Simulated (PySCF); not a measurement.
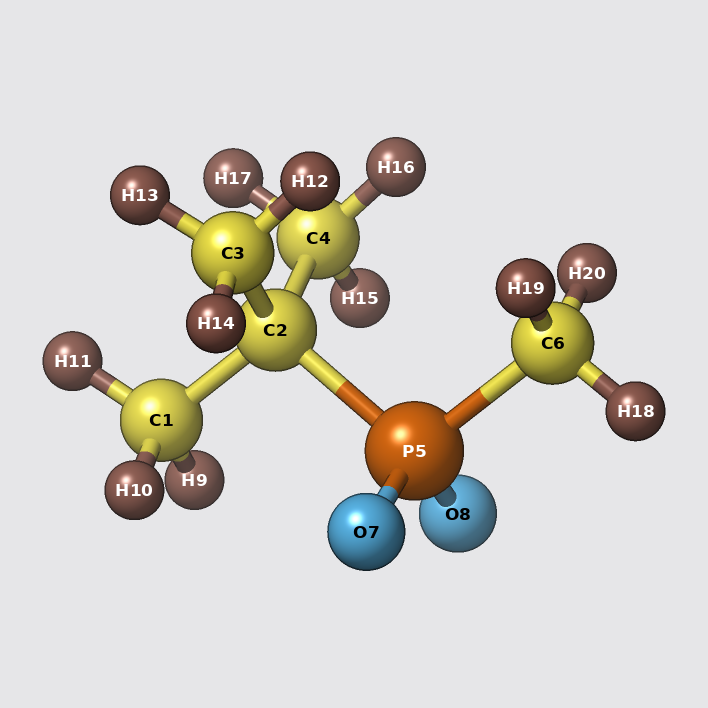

State: charge −1, singlet. Computed geometry: PBE0-D3(BJ)/def2-SVP optimisation. No frequency run is at hand to confirm it as a minimum. Method: TDDFT CAM-B3LYP/def2-SVPD, vertical, gas phase, core orbitals frozen in the response (PySCF 2.14.0), and the same with a continuum solvent (IEF-PCM, Bondi radii x 1.2, gas-phase geometry).

How do HOMO–LUMO gap (eV), lowest singlet (eV) change in chloroform (ε = 4.7)?

```csv
medium,HOMO–LUMO gap (eV),lowest singlet (eV)
gas phase,7.99,5.65
chloroform,8.91,6.31
```
